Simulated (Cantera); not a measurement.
A closed system holds: 1 mol Si, a varied amount of O₂, 1.8 mol N₂, held at 1252 °C and 0.0133 bar.

Method: chemical equilibrium by Gibbs-energy minimisation in Cantera with the NASA 1993 tables (ideal gas, pure condensed phases). Candidate condensed phases: Si, SiO₂, Si₂N₂O, Si₃N₄; 16 gas species. Mutual solubility and eutectic melting of coexisting phases are not modelled. The tables hold silica as quartz up to 1696 K and as liquid above; real silica turns to tridymite and cristobalite and melts near 1996 K. Kinetics and transport are ignored.

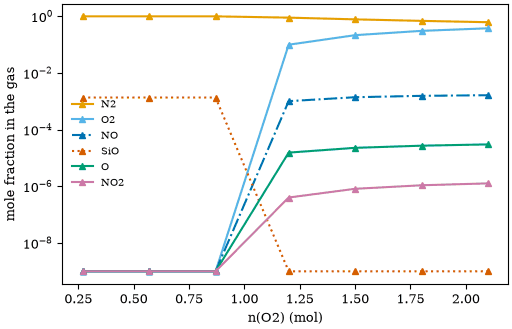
Equilibrium gas composition (values under 1e-9 drawn at 1e-9)

From 0.27 mol O₂ to 0.87 mol O₂ the condensed part is SiO₂(β-quartz) + Si₂N₂O(s). From 1.2 mol O₂ to 2.1 mol O₂ the condensed part is SiO₂(β-quartz).
